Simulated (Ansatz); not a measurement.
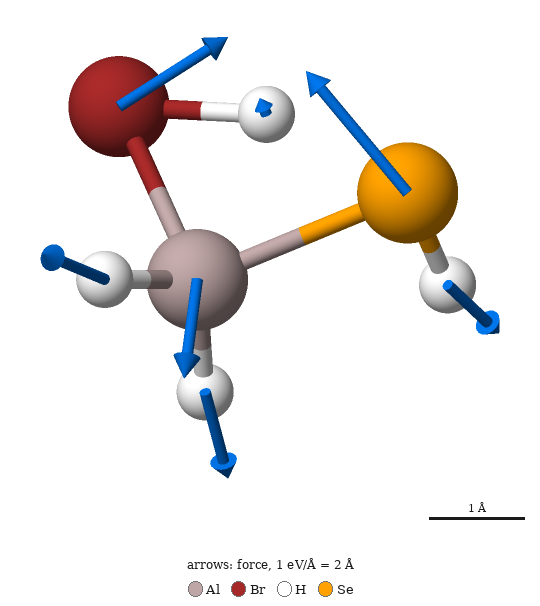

Starting geometry of AlH4SeBr with the computed forces as blue arrows. The picture is a ball-and-stick view, seen at a tilt.

The reaction that was planned forms Al1–Se6, Br2–H5 and breaks Al1–Br2, H5–Se6 (atoms numbered from 1 in input order).

These are results of RKS PBE0-D4/def2-SVP (Ansatz 0.2.0), not measurements. Settings: held fixed: the distance between atoms 1 (Al) and 6 (Se), the distance between atoms 2 (Br) and 5 (H), the distance between atoms 1 (Al) and 2 (Br), the distance between atoms 5 (H) and 6 (Se), counting from 1; force threshold 0.04 eV/Å; at most 150 steps.

Q: Is this structure relaxed? If not, where do the atoms go?

A: It isn't relaxed: the largest force vector, on the Se atom, is 0.84 eV/Å. The final displacements have little in common with the starting forces (cosine between the two patterns 0.30). The largest move after the best rigid fit is that of an H atom, 0.28 Å. By element the largest moves are H 0.28 Å, Br 0.15 Å, Se 0.14 Å, Al 0.14 Å. Some distances before and after: Al–H 1.537 → 1.584 Å, H–Se 1.450 → 1.473 Å. Among the angles between lasting bonds that change: H–Al–Se 118.9° → 109.6°, Al–Br–H 57.9° → 66.3°, Al–Se–H 85.8° → 93.6°. The energy falls by 0.133 eV in 7 geometry steps. Largest force component: 0.57 eV/Å at the start, 0.01 eV/Å at the end.
